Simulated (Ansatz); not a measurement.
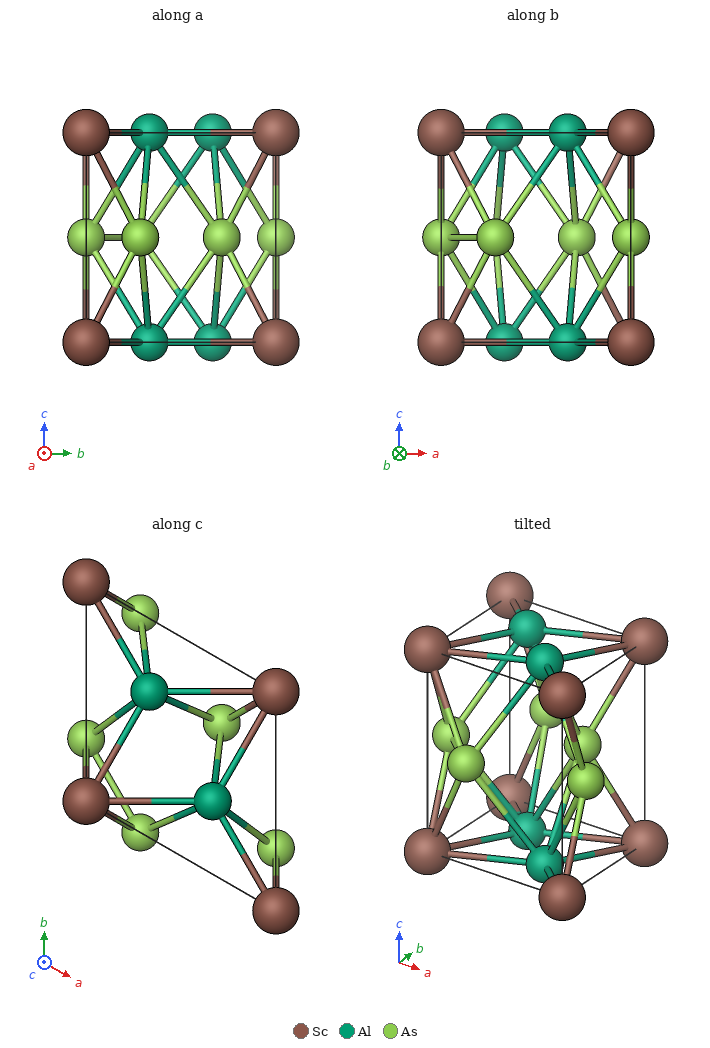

Structure drawing (ball-and-stick), viewed along the a axis, along the b axis, along the c axis and slightly off an axis. The parallelepiped is the conventional unit cell.

Lattice parameters: a = 5.205 Å, b = 5.205 Å, c = 4.980 Å, α = 90.00°, β = 90.00°, γ = 120.00°.

> Give the structure in the form of a table of Wyckoff sites, with free fractional coordinates to two decimals.

Space group P-62m (No. 189).
```tsv
atom	site	x	y	z
Sc	1a	0.00	0.00	0.00
Al	2c	0.3333	0.6667	0.00
As	3g	0.29	0.00	0.50
```

Provenance: a random cell made by a generator, so it need not be a real form of the compound. The structure drawn was relaxed with DFT PBE, scalar-relativistic, plane waves, PAW in Ansatz 0.2.0.
